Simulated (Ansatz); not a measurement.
Converging the k-point mesh at a smearing width of 0.02 eV: TaBeB (P3m1, 3 atoms in the cell)

```
TaBeB
1.0
    3.24015     0.00000     0.00000
   -1.62007     2.80605     0.00000
    0.00000     0.00000     3.23636
Ta Be B
1 1 1
Direct
  0.00000   0.00000   0.01545
  0.33333   0.66667   0.50000
  0.66667   0.33333   0.50000
```

Level of theory: LDA (PW92), default PAW files made with PBE (plane waves; Ansatz, a first-principles code).

Base settings: basis.ecutwfc = 420 eV; kpoints.mp_grid.grid = 12 12 10; hamiltonian.xc = lda; hamiltonian.pseudopotentials = {kind: paw} (the program's default PAW files); scf.occupations.method = fermi_dirac; scf.occupations.width = 0.1 eV.

In this ladder: scf.occupations.width = 0.02 eV.

Only quantities that move along the ladder and can be compared are tabulated.

The count of work is k-points × plane waves × bands × iterations; it is no time. 

The starting cell comes from a database of computed structures (which also holds hypothetical and non-ambient phases and stackings), without a prior relaxation at this level. Its lattice was rescaled by up to half a per cent. One atom was moved a little off its site on purpose. Spin polarisation is off. In the base run, with a pressure of about -6 GPa the cell is away from its equilibrium volume at this level. Ansatz's pressure includes its estimate of the finite-basis (Pulay) stress.

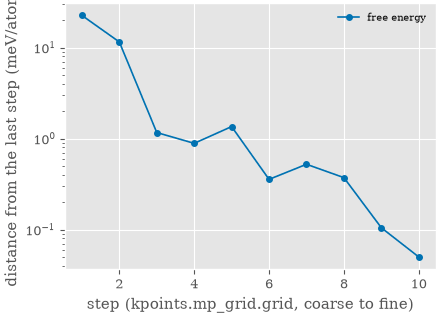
Figure. Distance from the last step along the ladder; very small values are drawn at a floor.

| kpoints.mp_grid.grid | free energy less the last step's (meV/atom) | pressure (GPa) | largest difference of a force vector from the last step's (eV/Å) | count of work / last |
|---|---|---|---|---|
| 4 4 4 | 22.55 | -6.21 | 0.216 | 0.0074 |
| 5 5 4 | 11.52 | -6.37 | 0.128 | 0.0097 |
| 6 6 5 | 1.16 | -6.56 | 0.048 | 0.015 |
| 7 7 6 | -0.89 | -6.54 | 0.010 | 0.023 |
| 9 9 8 | 1.35 | -6.50 | 0.007 | 0.046 |
| 11 11 9 | 0.36 | -6.53 | 0.006 | 0.068 |
| 13 13 11 | 0.52 | -6.51 | 0.006 | 0.11 |
| 15 15 13 | 0.37 | -6.52 | 0.006 | 0.17 |
| 19 19 16 | 0.10 | -6.53 | 0.003 | 0.32 |
| 23 23 20 | 0.01 | -6.53 | 0.001 | 0.58 |
| 28 28 24 | 0.00 | -6.53 | 0.000 | 1.0 |

Coarsest kpoints.mp_grid.grid that holds the pressure within 0.2 GPa of the last step, with all finer ones: 5 5 4, at 0.0097 of the last step's count of work; the step before is off by 0.32 GPa.

Coarsest kpoints.mp_grid.grid that holds the forces within 0.02 eV/Å of the last step, with all finer ones: 7 7 6, at 0.023 of the last step's count of work; the step before is off by 0.048 eV/Å.

Coarsest kpoints.mp_grid.grid that holds the free energy within 1 meV/atom of the last step, with all finer ones: 11 11 9, at 0.068 of the last step's count of work; the step before is off by 1.4 meV/atom.

Keys are those of Ansatz 0.2.
